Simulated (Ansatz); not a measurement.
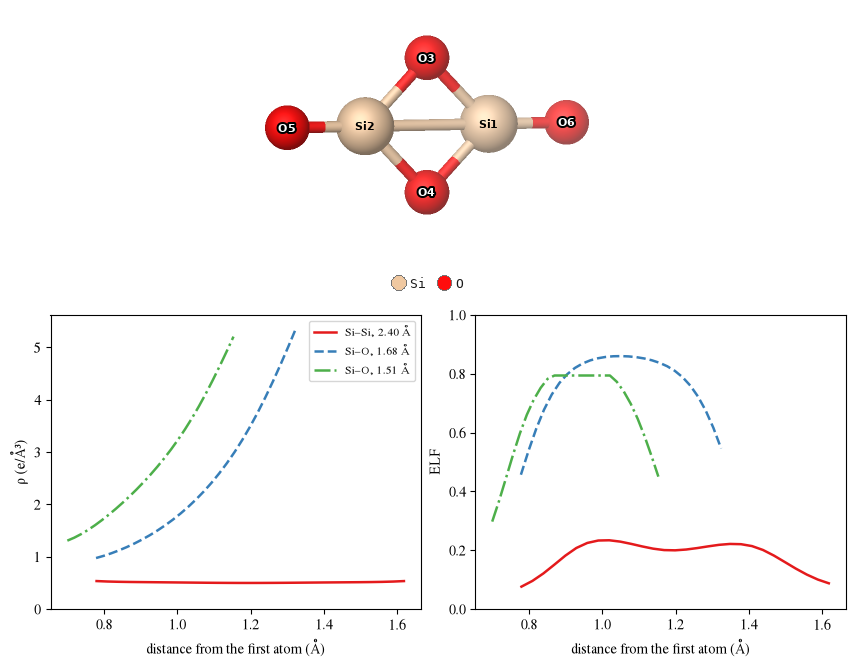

Figure 1: O4Si2. Total electron density and ELF along straight lines between neighbouring atoms. The curves leave out the atomic cores. The structure is drawn too.

Geometry: PBE0-D4/def2-SVP.

Level of theory: RKS PBE0-D4/def2-TZVP in Ansatz 0.2.0.

Input

```
crystal:
  periodic: [false, false, false]
  atoms:
    - {symbol: Si, position_ang: [0.124315, -1.186426, 0.119520]}
    - {symbol: Si, position_ang: [-0.124310, 1.186434, -0.119485]}
    - {symbol: O, position_ang: [-0.543343, -0.161112, -1.034370]}
    - {symbol: O, position_ang: [0.543330, 0.161120, 1.034418]}
    - {symbol: O, position_ang: [-0.281122, 2.683022, -0.270268]}
    - {symbol: O, position_ang: [0.281110, -2.683027, 0.270194]}
basis:
  gaussian: {orbitals: def2-TZVP, initial_orbitals: start.molden}
hamiltonian: {xc: pbe0, dispersion: d4}
scf: {omitted_lower_state_checks: [starts]}
output: {orbitals: {seedname: orbitals}}
```

Run with:

```sh
ansatz run in.yaml --threads 2 --pin off --events-out ev --progress --plain --max-ram 4352MiB
```

Question: Compare the contacts.

Answer: Si–Si (2.40 Å): ρ is about 0.5 e/Å³ halfway; the ELF is about 0.20 at the midpoint.
Si–O (1.68 Å): ρ at the midpoint is about 1.1 e/Å³; the ELF peaks at about 0.85 between the atoms (a shared but strongly polarised pair).
Si–O (1.51 Å): ρ is about 1.5 e/Å³ halfway; the ELF peaks at about 0.80 in the valence shell of O, 0.6 Å from its nucleus, and is about 0.50 at the midpoint.
